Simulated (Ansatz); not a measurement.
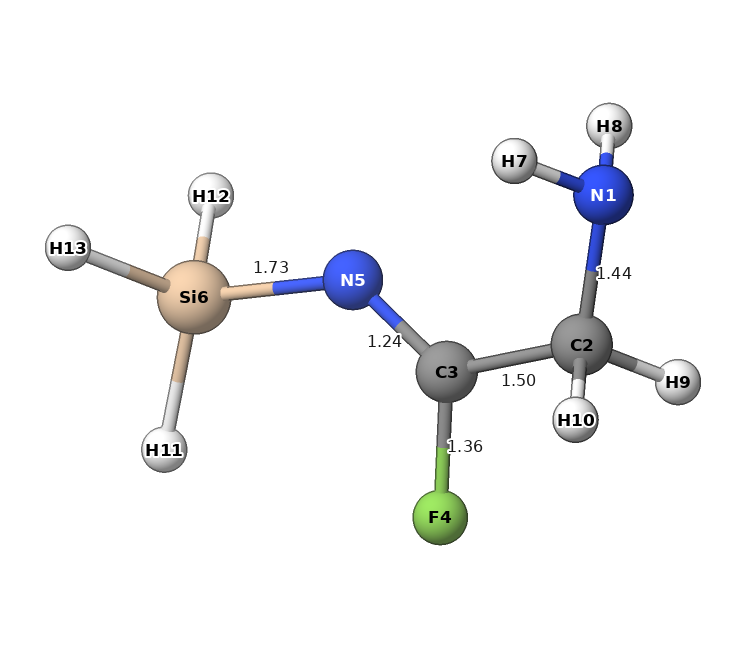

Bond lengths are marked in Å; every bond is drawn as one stick. Computed geometry: PBE0-D4/def2-TZVP optimisation. No frequency run is at hand to confirm it as a minimum.

Which of the marked bonds are single, double, triple or aromatic?

N1–C2 single; C2–C3 single; C3–F4 single; C3–N5 double; N5–Si6 single.

Write the SMILES.

NC/C(F)=N/[SiH3]
